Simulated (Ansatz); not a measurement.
A series of calculations on SiNH$_{7}$

### Relaxation

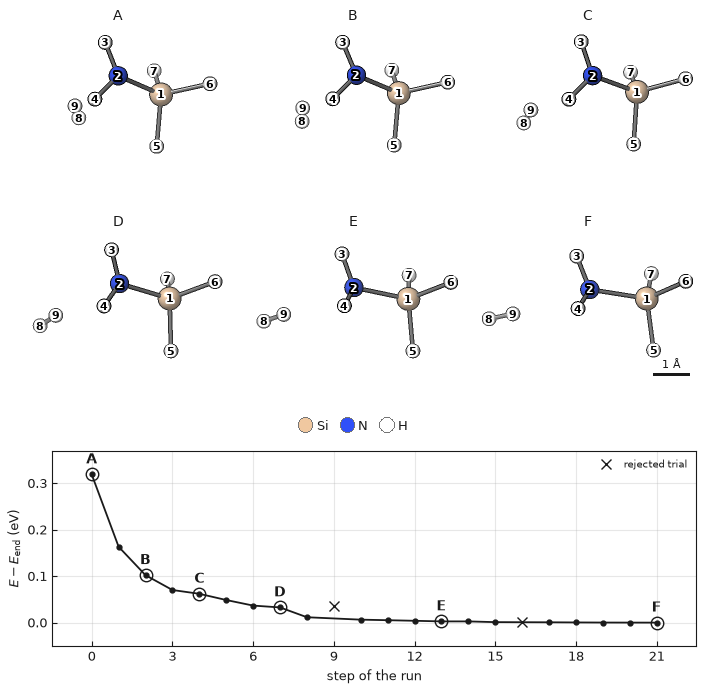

Frames of a relaxation of SiNH7, marked on the history of the run. Style: ball-and-stick. Shown from a free direction.

The run prepares an end point of a later path (reaction) calculation, from a guessed geometry.

Theory: Ansatz 0.2.0, RKS CAM-B3LYP/6-31G*.

The input:
```yaml
crystal:
  periodic: [false, false, false]
  atoms:
    - { symbol: Si, position_ang: [-0.113901, 0.195808, 0.152457] }
    - { symbol: "N", position_ang: [-0.100894, 0.261794, 1.930058] }
    - { symbol: H, position_ang: [-0.851743, -0.146497, 2.472538] }
    - { symbol: H, position_ang: [0.7725, 0.270585, 2.437906] }
    - { symbol: H, position_ang: [1.28867, 0.269844, -0.311157] }
    - { symbol: H, position_ang: [-0.857871, 1.339453, -0.435269] }
    - { symbol: H, position_ang: [-0.755531, -1.048564, -0.3433] }
    - { symbol: H, position_ang: [1.252101, -1.993422, 0.850263] }
    - { symbol: H, position_ang: [1.015869, -1.651202, 1.426006] }
basis:
  gaussian: { orbitals: "6-31G*" }
hamiltonian:
  xc: cam_b3lyp
relax:
  f_tol: 0.03
  max_steps: 50
```

Command:
```bash
ansatz run input.yaml --threads 1 --pin off --max-ram 2048MiB --backend cpu --events-out ev --progress --plain --runs-dir out
```

What happens along the run?

Answer. Over 19 accepted moves (21 points after the start) the energy falls by 0.319 eV. Largest force component: 1.2 eV/Å at the start, 0.0058 eV/Å at the end. The line search rejected the trial steps at points 9, 16 of the run. The forces were under the threshold at step 18, but the run went on from there. The atom that moves furthest after the best rigid fit is H8 (1.70 Å). Largest moves by element: H 1.70 Å, N 0.52 Å, Si 0.46 Å. Near-neighbour distances that change, for instance: Si1–N2 1.779 → 1.732 Å, H8–H9 0.710 → 0.747 Å, Si1–H6 1.486 → 1.492 Å, Si1–H5 1.479 → 1.483 Å. Among the angles between lasting bonds that change: N2–Si1–H6 111.7° → 116.2°, N2–Si1–H7 111.6° → 107.9°. The run took 39 s on 1 thread of Arm Neoverse V1, with other jobs on the host, peak memory 0.11 GiB. From step 0 to 2: H8 moves most (0.39 Å), energy −0.217 eV. From step 2 to 4: H8 moves most (0.40 Å), energy −0.040 eV. From step 4 to 7: H8 moves most (0.38 Å), energy −0.029 eV. From step 7 to 13: H3 moves most (0.43 Å), energy −0.030 eV. From step 13 to 21: H8 moves most (0.33 Å), energy −0.003 eV.

| step | E − E(0), eV | largest force component, eV/Å | note |
| --- | --- | --- | --- |
| 0 | 0.0000 | 1.1847 |  |
| 1 | -0.1556 | 0.6434 |  |
| 2 | -0.2167 | 0.3459 |  |
| 3 | -0.2486 | 0.1959 |  |
| 4 | -0.2568 | 0.3108 |  |
| 5 | -0.2702 | 0.1423 |  |
| 6 | -0.2822 | 0.3354 |  |
| 7 | -0.2861 | 0.6803 |  |
| 8 | -0.3072 | 0.0565 |  |
| 9 | -0.2833 | 0.8439 | rejected |
| 10 | -0.3124 | 0.0678 |  |
| 11 | -0.3136 | 0.1310 |  |
| 12 | -0.3149 | 0.0839 |  |
| 13 | -0.3162 | 0.0738 |  |
| 14 | -0.3162 | 0.2566 |  |
| 15 | -0.3178 | 0.0706 |  |
| 16 | -0.3172 | 0.1163 | rejected |
| 17 | -0.3181 | 0.0301 |  |
| 18 | -0.3184 | 0.0193 |  |
| 19 | -0.3187 | 0.0518 |  |
| 20 | -0.3188 | 0.0332 |  |
| 21 | -0.3188 | 0.0058 |  |

### Relaxation

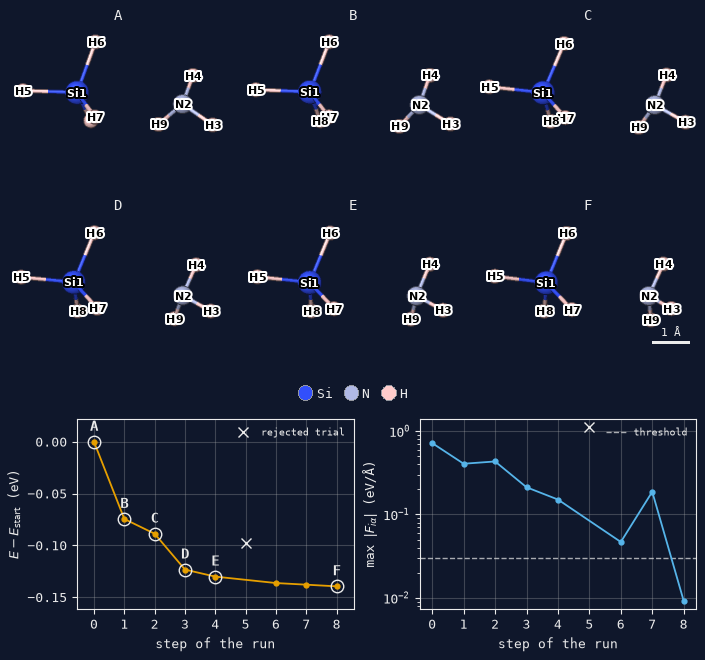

Frames of a relaxation of SiNH7, marked on the history of the run. Style: ball-and-stick. Shown at a tilt.

The run prepares an end point of a later path (reaction) calculation, from a guessed geometry.

Computed with Ansatz, RKS CAM-B3LYP/6-31G*.

The input:
```yaml
crystal:
  periodic: [false, false, false]
  atoms:
    - { symbol: Si, position_ang: [0.387602, -0.244578, -0.493845] }
    - { symbol: "N", position_ang: [-0.255302, -0.251809, 2.461866] }
    - { symbol: H, position_ang: [-0.78781, -0.752412, 3.171233] }
    - { symbol: H, position_ang: [0.125501, 0.580979, 2.90739] }
    - { symbol: H, position_ang: [1.046289, -0.333922, -1.826507] }
    - { symbol: H, position_ang: [0.244743, 1.187571, -0.149833] }
    - { symbol: H, position_ang: [-0.925628, -0.920482, -0.577706] }
    - { symbol: H, position_ang: [1.257096, -0.924313, 0.477119] }
    - { symbol: H, position_ang: [0.55671, -0.843235, 2.209782] }
basis:
  gaussian: { orbitals: "6-31G*" }
hamiltonian:
  xc: cam_b3lyp
relax:
  f_tol: 0.03
  max_steps: 50
output:
  orbitals: {}
```

Command:
```bash
ansatz run input.yaml --threads 1 --pin off --max-ram 2048MiB --backend cpu --events-out ev --progress --plain --runs-dir out
```

What happens along the run?

The atom that moves furthest after the best rigid fit is H9 (0.71 Å). Largest moves by element: H 0.71 Å, N 0.17 Å, Si 0.05 Å. Some distances before and after: N2–H9 1.036 → 1.017 Å, Si1–H8 1.470 → 1.481 Å, Si1–H5 1.489 → 1.494 Å. Over 7 accepted moves (8 points after the start) the energy falls by 0.139 eV. The largest force component goes from 0.72 to 0.0092 eV/Å. The line search rejected the trial step at point 5 of the run. Cost: 16 s on 1 thread of Arm Neoverse V1, with other jobs on the host, peak memory 0.11 GiB. From step 0 to 1: H9 moves most (0.20 Å), energy −0.074 eV. From step 1 to 2: H5 moves most (0.20 Å), energy −0.014 eV. From step 2 to 3: H9 moves most (0.20 Å), energy −0.035 eV. From step 3 to 4: H3 moves most (0.10 Å), energy −0.007 eV. From step 4 to 8: H3 moves most (0.22 Å), energy −0.009 eV.

```json
{"step": "0", "E − E(0), eV": "0.0000", "largest force component, eV/Å": "0.7185", "note": ""}
{"step": "1", "E − E(0), eV": "-0.0744", "largest force component, eV/Å": "0.4063", "note": ""}
{"step": "2", "E − E(0), eV": "-0.0887", "largest force component, eV/Å": "0.4329", "note": ""}
{"step": "3", "E − E(0), eV": "-0.1233", "largest force component, eV/Å": "0.2122", "note": ""}
{"step": "4", "E − E(0), eV": "-0.1300", "largest force component, eV/Å": "0.1511", "note": ""}
{"step": "5", "E − E(0), eV": "-0.0977", "largest force component, eV/Å": "1.1085", "note": "rejected"}
{"step": "6", "E − E(0), eV": "-0.1362", "largest force component, eV/Å": "0.0468", "note": ""}
{"step": "7", "E − E(0), eV": "-0.1378", "largest force component, eV/Å": "0.1872", "note": ""}
{"step": "8", "E − E(0), eV": "-0.1394", "largest force component, eV/Å": "0.0092", "note": ""}
```

### Path

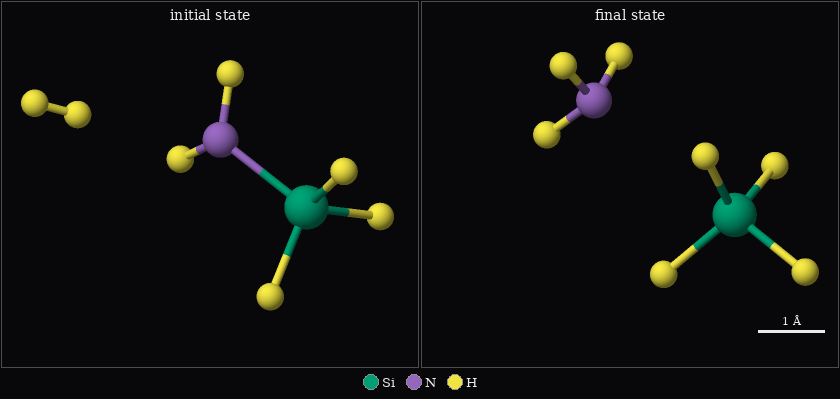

The two relaxed end points of a path for SiNH₇, made up at the start of SiNH₅ and H₂. The picture is a ball-and-stick view, seen from a free direction.

Theory: RKS CAM-B3LYP/6-31G* (Ansatz).

Set-up: 9 movable images; climbing image; force threshold 0.05 eV/Å; iteration limit 60.

Start:
```xyz
9

Si   -0.3223    0.6018   -0.0135
N     0.0565   -0.0660    1.5389
H    -0.6844   -0.4679    2.0985
H     0.7278    0.4064    2.1305
H     0.9558    0.8893   -0.7094
H    -1.1167    1.8652   -0.0121
H    -1.1080   -0.4073   -0.7654
H     1.7462   -2.9747    2.0599
H     1.3942   -2.3491    1.8521
```

End:
```xyz
9

Si    0.3882    0.0928   -0.4527
N    -0.0458   -0.6830    2.3914
H    -0.9974   -0.9878    2.5801
H     0.1472    0.0917    3.0210
H     0.6123    0.4813   -1.8780
H     0.4373    1.3428    0.3396
H    -0.9420   -0.5545   -0.3937
H     1.4802   -0.8397   -0.0914
H     0.5691   -1.4458    2.6632
```

Predict the minimum-energy path and its barrier.

Forward barrier 209.6 kJ/mol, backward barrier 204.3 kJ/mol, with image 5 at the top; the reaction energy is +5.4 kJ/mol. Breaking: H8–H9 (0.75 → 1.17 at the top → 2.96 Å), Si1–N2 (1.73 → 1.89 at the top → 2.98 Å). Forming: N2–H9 (2.66 → 1.20 at the top → 1.02 Å), Si1–H8 (4.62 → 1.95 at the top → 1.48 Å). The band is converged.

Energies of the converged images:

```
image  path (Å)  E (kJ/mol)
    0      0.00         0.0
    1      0.74         0.3
    2      1.49         1.4
    3      2.23         7.2
    4      2.98        56.3
    5      3.72       209.6
    6      4.73        98.7
    7      5.74        36.4
    8      6.74         8.4
    9      7.75         5.4
   10      8.77         5.4
```

The geometry at the top of the path:

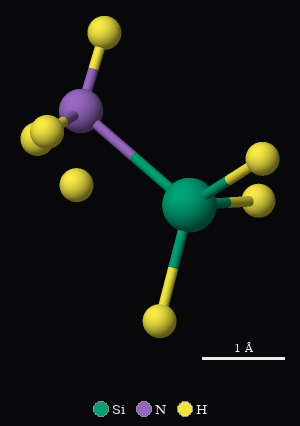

Limits of the set-up: the start holds two separate molecules, 2.7 Å apart at their closest, whose relative position is a soft coordinate and is computed without a dispersion correction.

Cost: 5.8 min on 1 thread of Arm Neoverse V1, with other jobs on the host, peak memory 0.1 GiB.
